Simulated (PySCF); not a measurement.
# AsN(OH)2: relaxation and vibrations of the singlet

Where does singlet AsN(OH)2 go from a trigonal pyramidal start, is the end point a minimum, and what are its modes, charges and moments?

Method: PBE, basis As def2-SVP, N def2-SVP, O def2-SVP, H def2-SVP, no relativity, density fitting; program: PySCF 2.14.0.

## 1. The starting structure

6 atoms, charge 0, spin multiplicity 1.

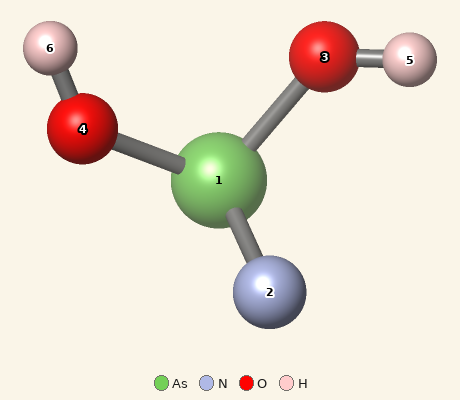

The starting geometry (arsenic green, nitrogen light blue, oxygen red, hydrogen pink); atoms are numbered from 1 in the order of the file.

```xyz
6
charge 0 multiplicity 1
As    0.0542   -0.0060   -0.3368
N     1.5905   -0.0060    0.4801
O    -0.7581    1.4010    0.5270
O    -0.7581   -1.4130    0.5270
H    -0.3937    2.2405    0.8167
H    -1.6674   -1.5171    0.8167
```

## 2. Trigonal pyramidal start, singlet: relaxation

The steps below are one call of a driver around PySCF. For each, scf.py gives the equivalent set-up of the SCF; relaxations use the driver's own optimiser. Before each start the driver seeks the lowest SCF state from one or more starting densities and follows internal instabilities, so scf.py alone need not reach the same state.

The program finds C1 symmetry in the start.

Input file scf.py:

```python
from pyscf import gto, scf, dft
mol = gto.M(atom='''
As     0.054168    -0.006029    -0.336752
N      1.590468    -0.006029     0.480148
O     -0.758132     1.400971     0.527048
O     -0.758132    -1.413029     0.527048
H     -0.393732     2.240471     0.816748
H     -1.667432    -1.517129     0.816748''',
    basis={'As': 'def2-SVP', 'N': 'def2-SVP', 'O': 'def2-SVP', 'H': 'def2-SVP'},
    charge=0, spin=0)
mf = dft.RKS(mol, xc='PBE')
mf.grids.atom_grid = (50, 194)
aux = {'As': 'def2-universal-JKFIT', 'N': 'def2-universal-JKFIT', 'O': 'def2-universal-JKFIT', 'H': 'def2-universal-JKFIT'}
mf = mf.density_fit(auxbasis=aux)
mf.kernel()
```

The runs that follow: Vibrations and properties at this point.

What does the calculation give? Wanted: minimum; geometry; wavenumbers; dipole moment; highest occupied, lowest empty level; polar-tensor charge of As1; zero-point energy; atomisation energy.

As calculated:

```
                                 quantity                                                                                                                                         value
                                  minimum                                                                                                                                   singlet, Cs
                                 geometry  As–N 1.637 Å, As–O 1.792 Å, As–O 1.818 Å, O–H 0.981 Å, O–H 0.983 Å; As–O–H 106.0°, As–O–H 107.6°, N–As–O 133.7°, N–As–O 134.1°, O–As–O 92.2°
                       wavenumbers (cm⁻¹)                  135 (a''), 204 (a'), 267 (a'), 318 (a''), 389 (a''), 617 (a'), 647 (a'), 955 (a'), 983 (a'), 1052 (a'), 3632 (a'), 3668 (a')
                            dipole moment                                                                                                                                        3.73 D
     highest occupied, lowest empty level                                                                                                                               -5.93, -3.18 eV
               polar-tensor charge of As1                                                                                                                                       +1.06 e
                        zero-point energy                                                                                                                                   77.0 kJ/mol
                      entropy at 298.15 K                                                                                                                               315.7 J/(mol K)
atomisation energy (no zero-point energy)                                                                                                                                   1854 kJ/mol
```

In words: From C1 at the start the molecule goes to a Cs minimum. The strongest infrared band lies at 318 cm⁻¹ (a''). Other starts or spin states, not run here, may lie lower.
